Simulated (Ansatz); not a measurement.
## Electronic structure of CH₃NO₂Si (SMILES OC1=N[SiH]1O) in real space

Input file:

```
crystal:
  periodic: [false, false, false]
  atoms:
    - { symbol: O, position_ang: [-0.71, 0.7133, 1.9009] }
    - { symbol: C, position_ang: [-0.2988, 0.1951, 0.7908] }
    - { symbol: "N", position_ang: [0.8756, 0.1388, 0.4075] }
    - { symbol: Si, position_ang: [-0.4445, -0.6363, -0.6788] }
    - { symbol: O, position_ang: [-0.0354, 0.012, -2.1366] }
    - { symbol: H, position_ang: [0.005, 1.134, 2.3732] }
    - { symbol: H, position_ang: [-0.1643, -2.0897, -0.6747] }
    - { symbol: H, position_ang: [0.8645, 0.4756, -2.0382] }
basis:
  gaussian: { orbitals: def2-SVP }
hamiltonian:
  xc: pbe
  dispersion: d4
relax:
  f_tol: 0.015
  max_steps: 40
output:
  orbitals: {}
```

Launched as:

```sh
ansatz run input.yaml --threads 1 --pin off --max-ram 2048MiB --backend cpu --events-out ev --progress --plain --runs-dir out
```

The fields are those of the relaxed geometry.

Method: RKS PBE-D4/def2-SVP (Ansatz).

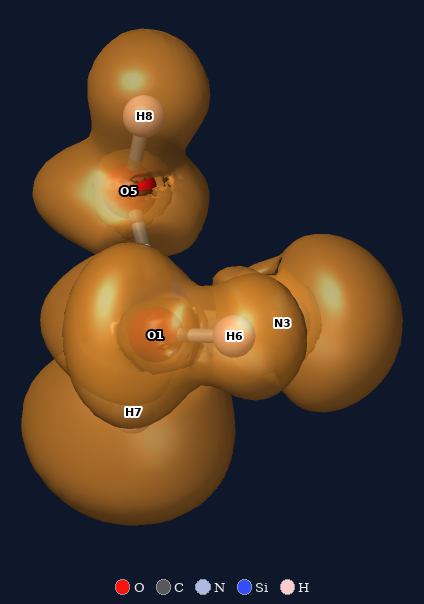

Figure 1. Isosurface of the ELF at 0.75 (orange), seen at an oblique angle. Only the valence region is drawn (cores and ρ < 0.01 e/Å³ removed).

Identify the bonds, lone pairs and shells in this picture.

Answer. The ELF exceeds this value in one region around a hydrogen nucleus, one region on N in which the atom's valence shell and bonds are merged, one lobe on C, pointing away from the bonds (lone pairs) and two joined regions spread over several atoms (H, O), in which their bonds and any lone pairs are merged.


C–N (1.31 Å): the ELF peaks at about 0.90 between the atoms; a covalent bond. C–O (1.33 Å): the ELF peaks at about 0.90 between the atoms: a shared but strongly polarised pair.

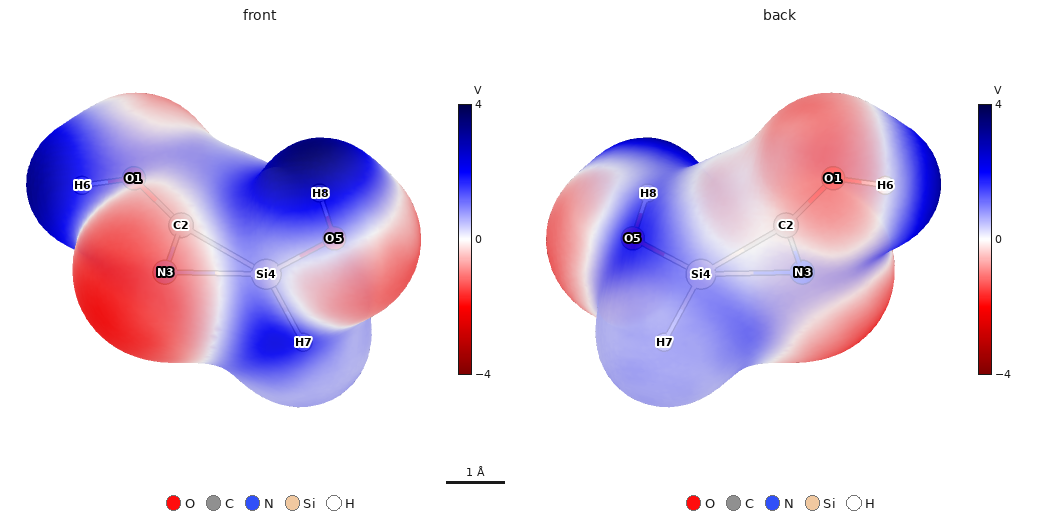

Figure 2. The electrostatic potential painted on the density surface at 0.004 e/bohr³, seen from the front and from behind; the colour scale runs from red (negative) to blue (positive).

Where is the surface potential most negative and most positive?

Answer. The most negative region (about −1.9 V) lies over N3, the most positive (about +3.6 V) over H8. N3 is the likeliest acceptor of a hydrogen bond.

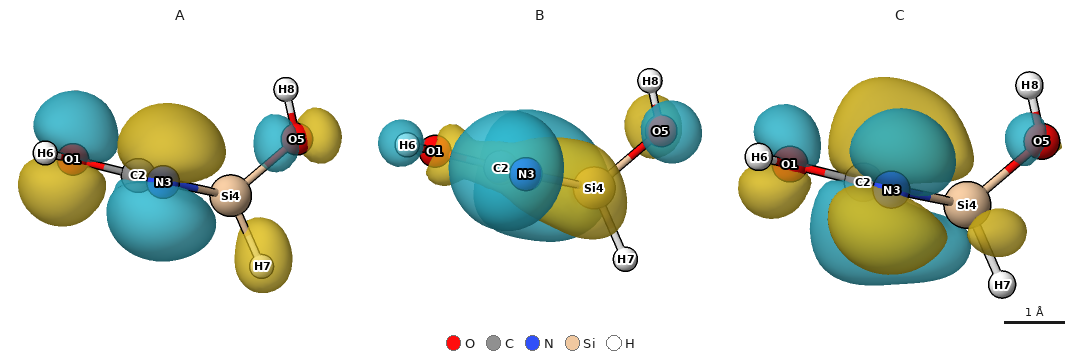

Figure 3. Three frontier orbitals at ±0.1 Å⁻³ᐟ² (yellow and cyan are the two phases), in no order.

Which picture is the HOMO−1, the HOMO and the LUMO?

Answer. A is the HOMO−1 (−7.01 eV). It lies mainly on N3 (about 40 %), O1 (about 30 %) and C2 (about 15 %); largely a combination of lone pairs on N3 and O1. B is the HOMO (−5.48 eV). It lies mainly on N3 (about 45 %), C2 (about 20 %) and Si4 (about 20 %). C is the LUMO (−0.90 eV). Its weight (Hirshfeld) is mainly on N3 (about 35 %), C2 (about 35 %) and O1 (about 10 %); π-antibonding (π*) across N3–C2.

What is the HOMO–LUMO gap?

Answer. 4.58 eV between the orbital energies.
